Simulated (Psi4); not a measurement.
**One shape, several levels: doublet CHF3O3S+**

We compute a comparison of 4 runs (U-r2SCAN/6-31G*, UB3LYP/6-31G*, UPBE/6-31G*, UPBE0/6-31G*) of doublet CHF3O3S+. 

The calculation is run with Psi4 1.11.

## (1) The system as given

CHF3O3S+ has 9 atoms, charge +1, and is taken as a doublet. SMILES of the parent species: `O=S(=O)(O)C(F)(F)F`. The shape is that of a PBE0-D4/def2-TZVP optimisation. This is one conformer, not always the lowest. That shape belongs to the parent species and isn't relaxed for this state.

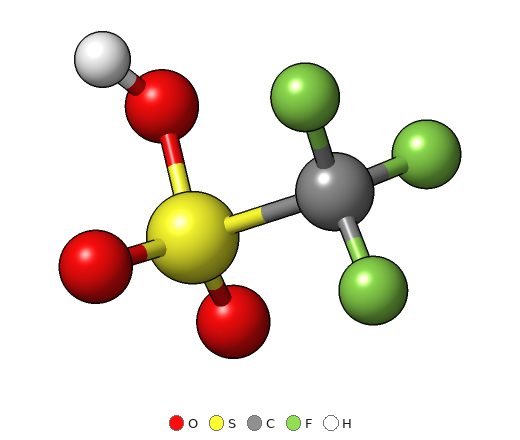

Viewed from a chosen angle; oxygen red, sulfur yellow, carbon grey, fluorine green, hydrogen white.

## (2) The energy at U-r2SCAN/6-31G(d) (spherical functions) (run 1)

chf3o3s.dat reads:

```
memory 2200 mb

molecule {
  1 2
  O      1.462890    -0.581870     0.985740
  S      0.298500    -0.778940     0.194370
  O      0.144480    -1.837650    -0.729970
  O     -0.972740    -0.777950     1.128120
  C      0.003130     0.796730    -0.725230
  F     -0.076560     1.801740     0.138180
  F      1.014380     1.004120    -1.547510
  F     -1.120920     0.723830    -1.412290
  H     -0.753170    -0.350000     1.968590
  units angstrom
  symmetry c1
}

set basis 6-31G*
set reference uks
set puream true
set e_convergence 1e-09
set d_convergence 1e-08
set scf_type pk
set dft_radial_points 99
set dft_spherical_points 590
set maxiter 100

result, w = energy('r2scan', return_wfn=True)
oeprop(w, 'DIPOLE', 'WIBERG_LOWDIN_INDICES', 'LOWDIN_CHARGES', title='R2SCAN')
print_variables()
```

The run is started by

```
$ psi4 -n 1 chf3o3s.dat chf3o3s.out
```

chf3o3s.out:

```text
[...]
  Running in c1 symmetry.
[...]
  Nuclear repulsion =  572.265529984232899
[...]
  Multiplicity = 2
[...]
  Nalpha       = 37
  Nbeta        = 36
[...]
    Number of basis functions: 118
[...]
   @UKS iter   1:  -960.91661728515578    1.20168e+00   8.35896e-03 DIIS/ADIIS
[...]
   @UKS iter  23:  -961.29296525860582    3.41061e-13   5.01298e-09 DIIS
[...]
   @S^2 Observed:                7.550384755E-01
[...]
    Orbital Energies [Eh]
    ---------------------
    Alpha Occupied:
       1A    -89.076713     2A    -24.816504     3A    -24.808779
       4A    -24.807784     5A    -19.318895     6A    -19.301452
       7A    -19.300384     8A    -10.596501     9A     -8.358831
      10A     -6.304450    11A     -6.303136    12A     -6.302834
      13A     -1.554179    14A     -1.463339    15A     -1.459967
      16A     -1.435649    17A     -1.318734    18A     -1.312630
      19A     -1.008860    20A     -0.902322    21A     -0.858001
      22A     -0.823233    23A     -0.819886    24A     -0.780840
      25A     -0.742336    26A     -0.706260    27A     -0.698837
      28A     -0.685138    29A     -0.683505    30A     -0.655402
      31A     -0.652115    32A     -0.636105    33A     -0.622573
      34A     -0.612207    35A     -0.603363    36A     -0.591231
[...]
  @UKS Final Energy:  -961.29296525860582
   => Energetics <=
    Nuclear Repulsion Energy =            572.2655299842328986
    One-Electron Energy =               -2448.3051106627681293
    Two-Electron Energy =                1002.8902634343521640
    DFT Exchange-Correlation Energy =     -88.1436480144227232
    Empirical Dispersion Energy =           0.0000000000000000
    VV10 Nonlocal Energy =                  0.0000000000000000
    Total Energy =                       -961.2929652586058182
  UHF NO Occupations:
  HONO-2 :   35  A 1.9991169
  HONO-1 :   36  A 1.9988597
[...]
 Multipole Moments:
 ------------------------------------------------------------------------------------
     Multipole            Electronic (a.u.)      Nuclear  (a.u.)        Total (a.u.)
 ------------------------------------------------------------------------------------
 L = 1.  Multiply by 2.5417464519 to convert [e a0] to [Debye]
 Dipole X            :          0.0126851           -0.3310855           -0.3184004
 Dipole Y            :          3.7815117           -3.6910784            0.0904333
 Dipole Z            :         -3.0297023            4.1242084            1.0945061
 Magnitude           :                                                    1.1434599
[...]
```

Wall time 98 s (1 thread of Intel Xeon 6975P-C (Granite Rapids), shared host); peak memory 0.71 GiB.

## (3) Energy and forces at UB3LYP/6-31G(d) (spherical functions) (run 2)

input.in reads:

```
memory 2200 MB

molecule molecule1 {
  1 2
  O
  S 1 r2
  O 2 r3 1 a3
  O 2 r4 3 a4 1 d4
  C 2 r5 3 a5 4 d5
  F 5 r6 2 a6 3 d6
  F 5 r7 6 a7 2 d7
  F 5 r8 7 a8 6 d8
  H 4 r9 2 a9 3 d9

  r2 = 1.421586
  r3 = 1.413858
  a3 = 123.84682
  r4 = 1.577321
  a4 = 107.43935
  d4 = -128.88655
  r5 = 1.848146
  a5 = 107.19936
  d5 = -106.17203
  r6 = 1.327355
  a6 = 109.35718
  d6 = 170.03133
  r7 = 1.319766
  a7 = 109.40843
  d7 = -119.01938
  r8 = 1.319414
  a8 = 109.69541
  d8 = 119.80667
  r9 = 0.968371
  a9 = 109.34962
  d9 = 156.2232
  units angstrom
  symmetry c1
}

set globals {
  basis 6-31G*
  reference uks
  puream true
  e_convergence 1e-09
  d_convergence 1e-08
  scf_type pk
  dft_radial_points 99
  dft_spherical_points 590
  maxiter 100
}

result, w = gradient("b3lyp", return_wfn=True)
oeprop(w, "WIBERG_LOWDIN_INDICES", "MULLIKEN_CHARGES", "QUADRUPOLE", title="B3LYP")
print_variables()
```

The run is started by

```
$ psi4 -i input.in -o input.out -n 1
```

input.out, shortened:

```text
[...]
  Running in c1 symmetry.
[...]
  Nuclear repulsion =  572.265535952016307
[...]
  Multiplicity = 2
[...]
  Nalpha       = 37
  Nbeta        = 36
[...]
    Number of basis functions: 118
[...]
   @UKS iter   1:  -961.11573350697415    1.24312e+00   8.91886e-03 DIIS/ADIIS
[...]
   @UKS iter  29:  -961.54285557187097   -2.61480e-12   5.78920e-09 DIIS
[...]
   @S^2 Observed:                7.573993014E-01
[...]
  @UKS Final Energy:  -961.54285557187097
   => Energetics <=
    Nuclear Repulsion Energy =            572.2655359520163074
    One-Electron Energy =               -2448.3205086128100447
    Two-Electron Energy =                 985.9110390936829162
    DFT Exchange-Correlation Energy =     -71.3989220047601805
    Empirical Dispersion Energy =           0.0000000000000000
    VV10 Nonlocal Energy =                  0.0000000000000000
    Total Energy =                       -961.5428555718709731
  UHF NO Occupations:
  HONO-2 :   35  A 1.9987547
  HONO-1 :   36  A 1.9980706
[...]
  -Total Gradient:
     Atom            X                  Y                   Z
    ------   -----------------  -----------------  -----------------
       1        0.007665529257    -0.002645414524     0.060139077516
       2       -0.051168719257    -0.019711592883    -0.005919850747
       3        0.013642427568     0.054684668237    -0.039211404571
       4        0.003481774685    -0.001096548075    -0.007429653558
       5        0.089119025088    -0.049246472488    -0.033217839700
       6       -0.017611113257     0.015876494849     0.004700053872
       7       -0.015528072168     0.008104519789     0.004137952787
       8       -0.015119151095     0.008949405009     0.008367869705
       9       -0.014474195052    -0.014967634506     0.008428697280
[...]
 Multipole Moments:
 ------------------------------------------------------------------------------------
[...]
```

Run time: 69 s. Hardware: 1 thread of Intel Xeon 6975P-C (Granite Rapids), shared host; peak memory 0.71 GiB.

## (4) The energy at UPBE/6-31G(d) (spherical functions) (run 3)

job.inp reads:

```
memory 2.2 GB

molecule {
  1 2
  O      1.462890    -0.581870     0.985740
  S      0.298500    -0.778940     0.194370
  O      0.144480    -1.837650    -0.729970
  O     -0.972740    -0.777950     1.128120
  C      0.003130     0.796730    -0.725230
  F     -0.076560     1.801740     0.138180
  F      1.014380     1.004120    -1.547510
  F     -1.120920     0.723830    -1.412290
  H     -0.753170    -0.350000     1.968590
  symmetry c1
}

set basis 6-31G*
set reference uks
set puream true
set e_convergence 1e-09
set d_convergence 1e-08
set scf_type pk
set dft_radial_points 99
set dft_spherical_points 590
set maxiter 100

energy_value, wavefunction = energy('pbe', return_wfn=True)
oeprop(wavefunction, 'MULLIKEN_CHARGES', 'WIBERG_LOWDIN_INDICES', 'QUADRUPOLE')
print_variables()
```

The run is started by

```
$ psi4 job.inp job.out -n 1
```

job.out, shortened:

```text
[...]
  Running in c1 symmetry.
[...]
  Nuclear repulsion =  572.265529984232899
[...]
  Multiplicity = 2
[...]
  Nalpha       = 37
  Nbeta        = 36
[...]
    Number of basis functions: 118
[...]
   @UKS iter   1:  -960.44729831265909    1.29840e+00   8.74588e-03 ADIIS/DIIS
[...]
   @UKS iter  19:  -960.85710017689848   -4.77485e-12   7.72346e-09 DIIS
[...]
   @S^2 Observed:                7.519927214E-01
[...]
  @UKS Final Energy:  -960.85710017689848
   => Energetics <=
    Nuclear Repulsion Energy =            572.2655299842328986
    One-Electron Energy =               -2448.5520187228612485
    Two-Electron Energy =                1003.1066888847697101
    DFT Exchange-Correlation Energy =     -87.6773003230398444
    Empirical Dispersion Energy =           0.0000000000000000
    VV10 Nonlocal Energy =                  0.0000000000000000
    Total Energy =                       -960.8571001768984843
  UHF NO Occupations:
  HONO-2 :   35  A 1.9996650
  HONO-1 :   36  A 1.9995627
[...]
 Multipole Moments:
 ------------------------------------------------------------------------------------
     Multipole            Electronic (a.u.)      Nuclear  (a.u.)        Total (a.u.)
 ------------------------------------------------------------------------------------
 L = 1.  Multiply by 2.5417464519 to convert [e a0] to [Debye]
 Dipole X            :          0.0002373           -0.3310855           -0.3308482
 Dipole Y            :          3.8290061           -3.6910784            0.1379277
 Dipole Z            :         -3.0722489            4.1242084            1.0519595
 Magnitude           :                                                    1.1113520
 L = 2.  Multiply by 1.3450342976 to convert [e a0^2] to [Debye ang]
 Quadrupole XX       :       -200.4059882          166.8327339          -33.5732543
 Quadrupole XY       :         19.0559410          -19.6663978           -0.6104568
[...]
  Mulliken Charges: (a.u.)
   Center  Symbol    Alpha    Beta     Spin     Total
[...]
```

Wall time 39 s (1 thread of Intel Xeon 6975P-C (Granite Rapids), shared host); peak memory 0.71 GiB.

## (5) A single-point energy at UPBE0/6-31G(d) (spherical functions) (run 4)

chf3o3s.xyz reads:

```xyz
9
CHF3O3S
O      1.462890    -0.581870     0.985740
S      0.298500    -0.778940     0.194370
O      0.144480    -1.837650    -0.729970
O     -0.972740    -0.777950     1.128120
C      0.003130     0.796730    -0.725230
F     -0.076560     1.801740     0.138180
F      1.014380     1.004120    -1.547510
F     -1.120920     0.723830    -1.412290
H     -0.753170    -0.350000     1.968590
```

chf3o3s.py reads:

```python
import psi4

psi4.set_memory(2200000000)
psi4.set_num_threads(1)
psi4.core.set_output_file('output.dat', False)

with open('chf3o3s.xyz') as f:
    atoms = ''.join(f.readlines()[2:])
mol = psi4.geometry('1 2\n' + atoms + 'symmetry c1')

psi4.set_options({
    'basis': '6-31G*',
    'reference': 'uks',
    'puream': True,
    'e_convergence': 1e-09,
    'd_convergence': 1e-08,
    'scf_type': 'pk',
    'dft_radial_points': 99,
    'dft_spherical_points': 590,
    'maxiter': 100,
})

e_tot, wfn = psi4.energy("pbe0", molecule=mol, return_wfn=True)
psi4.oeprop(wfn, "MAYER_INDICES", "MULLIKEN_CHARGES", "WIBERG_LOWDIN_INDICES")
print(f'total energy {e_tot:.8f} hartree = {e_tot * 27.211386:.5f} eV')
for k, v in sorted(psi4.core.scalar_variables().items()):
    print(f'{k:45s} {v:18.10f}')
```

The run is started by

```
$ python chf3o3s.py
```

output.dat, shortened:

```text
[...]
  Running in c1 symmetry.
[...]
  Nuclear repulsion =  572.265529984232899
[...]
  Multiplicity = 2
[...]
  Nalpha       = 37
  Nbeta        = 36
[...]
    Number of basis functions: 118
[...]
   @UKS iter   1:  -960.47998053763331    1.18142e+00   8.27274e-03 ADIIS/DIIS
[...]
   @UKS iter  29:  -960.85558855697263   -6.13909e-11   7.67403e-09 DIIS
[...]
   @S^2 Observed:                7.592169897E-01
[...]
  @UKS Final Energy:  -960.85558855697263
   => Energetics <=
    Nuclear Repulsion Energy =            572.2655299842328986
    One-Electron Energy =               -2448.1147202750112228
    Two-Electron Energy =                 981.4219680205476379
    DFT Exchange-Correlation Energy =     -66.4283662867419196
    Empirical Dispersion Energy =           0.0000000000000000
    VV10 Nonlocal Energy =                  0.0000000000000000
    Total Energy =                       -960.8555885569726343
  UHF NO Occupations:
  HONO-2 :   35  A 1.9983809
  HONO-1 :   36  A 1.9976347
[...]
 Multipole Moments:
 ------------------------------------------------------------------------------------
     Multipole            Electronic (a.u.)      Nuclear  (a.u.)        Total (a.u.)
 ------------------------------------------------------------------------------------
 L = 1.  Multiply by 2.5417464519 to convert [e a0] to [Debye]
 Dipole X            :          0.0365072           -0.3310855           -0.2945783
 Dipole Y            :          3.6974334           -3.6910784            0.0063550
 Dipole Z            :         -3.0196691            4.1242084            1.1045393
 Magnitude           :                                                    1.1431639
[...]
  Mulliken Charges: (a.u.)
   Center  Symbol    Alpha    Beta     Spin     Total
       1     O     4.29256  4.01039  0.28217 -0.30295
       2     S     7.31515  7.35478 -0.03964  1.33007
       3     O     4.29554  3.94903  0.34652 -0.24457
       4     O     4.32566  4.23623  0.08943 -0.56189
       5     C     2.68491  2.54110  0.14381  0.77399
       6     F     4.62714  4.55419  0.07294 -0.18133
       7     F     4.61318  4.55974  0.05344 -0.17293
       8     F     4.61283  4.55811  0.05472 -0.17094
       9     H     0.23303  0.23642 -0.00339  0.53054
   Total alpha = 37.00000, Total beta = 36.00000, Total charge =  1.00000
[...]
```

The script printed:

```text
total energy -960.85558856 hartree = -26146.21231 eV
CURRENT ENERGY                                   -960.8555885570
CURRENT REFERENCE ENERGY                         -960.8555885570
DD SOLVATION ENERGY                                 0.0000000000
DFT FUNCTIONAL TOTAL ENERGY                      -960.8555885570
DFT TOTAL ENERGY                                 -960.8555885570
DFT VV10 ENERGY                                     0.0000000000
DFT XC ENERGY                                     -66.4283662867
GRID ELECTRONS ALPHA                               37.0000001659
GRID ELECTRONS BETA                                36.0000000666
GRID ELECTRONS TOTAL                               73.0000002325
NUCLEAR REPULSION ENERGY                          572.2655299842
ONE-ELECTRON ENERGY                             -2448.1147202750
PCM POLARIZATION ENERGY                             0.0000000000
PE ENERGY                                           0.0000000000
SCF ITERATION ENERGY                             -960.8555885570
SCF ITERATIONS                                     29.0000000000
SCF TOTAL ENERGY                                 -960.8555885570
TWO-ELECTRON ENERGY                               981.4219680205
XC GRID RADIAL POINTS                              99.0000000000
XC GRID SPHERICAL POINTS                          590.0000000000
XC GRID TOTAL POINTS                           494044.0000000000
```

Run time: 59 s. Hardware: 1 thread of Intel Xeon 6975P-C (Granite Rapids), shared host; peak memory 0.71 GiB.

## (6) Overview of the runs

```
run                                  level      task  energy (Eh)  HOMO energy (eV)  LUMO energy (eV)   ⟨S²⟩  wall time
  1  U-r2SCAN/6-31G* (spherical functions)    energy  -961.292965            -15.58            -15.05  0.755       98 s
  2    UB3LYP/6-31G* (spherical functions)  gradient  -961.542856            -16.60            -14.59  0.757       69 s
  3      UPBE/6-31G* (spherical functions)    energy  -960.857100            -15.03            -14.76  0.752       39 s
  4     UPBE0/6-31G* (spherical functions)    energy  -960.855589            -16.93            -14.46  0.759       59 s
```

## (7) Summary of results

```
                                 quantity          value
                      run 4: total energy  -960.85559 Eh
run 4: HOMO energy (highest over α and β)      -16.93 eV
 run 4: LUMO energy (lowest over α and β)      -14.46 eV
                              run 4: ⟨S²⟩          0.759
```

**Reading.** Totals of different functionals can't be ranked against each other. All runs together took 4.4 min, the longest 98 s.
